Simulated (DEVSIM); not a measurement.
Structure: Schottky contact on n-type Si, at 250 K.

```tsv
layer (left to right)	material	thickness (μm)	Nd (cm⁻³)	τn (s)	τp (s)
1	Si	1.70	9.2e15	7e-5	7e-5
```

Left contact: Schottky, work function 4.82 eV, emission velocity 5.2e6 cm/s. Right contact: ohmic. Voltage is applied to the left contact. Recombination: SRH at mid-gap, radiative, Auger. Gap narrowing is on: ΔEg = 6.92 meV × (l + √(l² + 0.5)), l = ln(N/1.3e17 cm⁻³), shared equally by both band edges. Mobility is constant in doping.

The device is made up for the run: typed textbook-type constants, with dimensions and the other settings drawn at random. Values at 300 K; Nc and Nv go as T^1.5, mobilities as T to minus their exponent, the gap by Varshni's rule with the affinity fixed.

| parameter | Si |
|---|---|
| gap (eV) | 1.124 |
| affinity (eV) | 4.05 |
| permittivity | 11.7 |
| Nc (cm⁻³) | 2.86e19 |
| Nv (cm⁻³) | 3.1e19 |
| μn (cm²/Vs) | 1417 |
| μp (cm²/Vs) | 470 |
| T exponent of μn | 2.3 |
| T exponent of μp | 2.2 |
| B (cm³/s) | 4.7e-15 |
| Cn (cm⁶/s) | 2.8e-31 |
| Cp (cm⁶/s) | 9.9e-32 |
| Varshni α (eV/K) | 0.000473 |
| Varshni β (K) | 636 |

Simulated with DEVSIM: 1D drift-diffusion, Boltzmann statistics, complete ionisation; no tunnelling, impact ionisation, image-force lowering or self-heating. Metal contacts follow the ideal Schottky-Mott rule: no Fermi-level pinning, no interface dipoles.

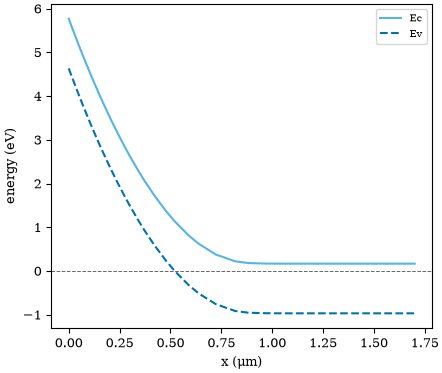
Figure: Band edges at -5.0 V on the left contact

Energies count from the Fermi level of the right contact; mesh points crowd at the junctions.

```
x (μm)    Ec (eV)  Ev (eV)  n (cm⁻³)  p (cm⁻³)  field (V/cm)
--------  -------  -------  --------  --------  ------------
0.000       5.770    4.634       120    1.0e12       -130000
0.009229    5.654    4.519       130     4.6e9       -120000
0.02190     5.497    4.362       130   3200000       -120000
0.03682     5.315    4.180       130       690       -120000
0.07046     4.917    3.781       140     < 1e2       -120000
0.1060      4.514    3.378       140     < 1e2       -110000
0.1548      3.990    2.854       150     < 1e2       -100000
0.2421      3.135    2.000       170     < 1e2        -92000
0.3417      2.294    1.159       210     < 1e2        -77000
0.4784      1.369    0.233       280     < 1e2        -58000
0.6394      0.620   -0.515   6900000     < 1e2        -35000
0.9783      0.169   -0.967    8.6e15     < 1e2          -370
1.181       0.167   -0.968    9.2e15     < 1e2           ≈ 0
1.329       0.167   -0.968    9.2e15     < 1e2           ≈ 0
1.458       0.167   -0.968    9.2e15     < 1e2           ≈ 0
1.531       0.167   -0.968    9.2e15     < 1e2           ≈ 0
1.583       0.167   -0.968    9.2e15     < 1e2           ≈ 0
1.618       0.167   -0.968    9.2e15     < 1e2           ≈ 0
1.656       0.167   -0.968    9.2e15     < 1e2           ≈ 0
1.674       0.167   -0.968    9.2e15     < 1e2           ≈ 0
1.688       0.167   -0.968    9.2e15     < 1e2           ≈ 0
1.700       0.167   -0.968    9.2e15     < 1e2           ≈ 0
```
